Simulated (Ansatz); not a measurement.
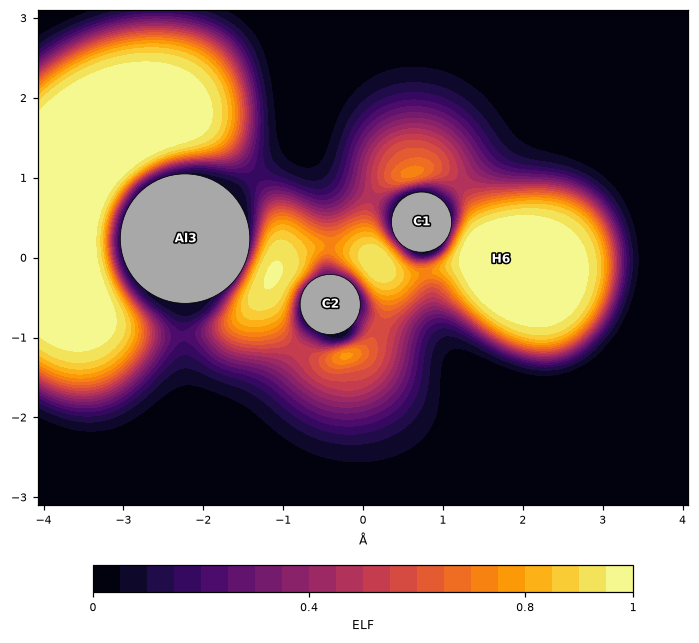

Figure. C₂H₅Al. ELF on the plane of atoms C1, C2 and Al3. Grey discs cover the atomic cores.

Geometry: r2SCAN-D4/def2-TZVP.

These are results of isolated molecule in a Gaussian basis; Kohn-Sham density functional theory, functional PBE0 in Ansatz 0.2.0, not measurements.

```json
{"atom": "C", "x (Å)": "-1.0676", "y (Å)": "-0.1680", "z (Å)": "-0.8140"}
{"atom": "C", "x (Å)": "-0.0479", "y (Å)": "-0.8636", "z (Å)": "0.1055"}
{"atom": "Al", "x (Å)": "1.1840", "y (Å)": "0.4032", "z (Å)": "1.0332"}
{"atom": "H", "x (Å)": "0.5476", "y (Å)": "-1.5860", "z (Å)": "-0.4745"}
{"atom": "H", "x (Å)": "-0.5751", "y (Å)": "-1.4704", "z (Å)": "0.8582"}
{"atom": "H", "x (Å)": "-1.7351", "y (Å)": "-0.8759", "z (Å)": "-1.3156"}
{"atom": "H", "x (Å)": "-1.7044", "y (Å)": "0.5288", "z (Å)": "-0.2591"}
{"atom": "H", "x (Å)": "-0.5743", "y (Å)": "0.4133", "z (Å)": "-1.5999"}
```

Question: Interpret the plot.

Answer: The section cuts through C, Al and H sites.
C–C (1.54 Å): the ELF peaks at about 0.95 between the atoms; a covalent bond.
C–Al (2.00 Å): the ELF peaks at about 0.95 between the atoms (a polar covalent bond).
C–H (1.09 Å): the ELF climbs to about 1 towards the hydrogen, as it does in any bond to H (an ordinary covalent bond to hydrogen).
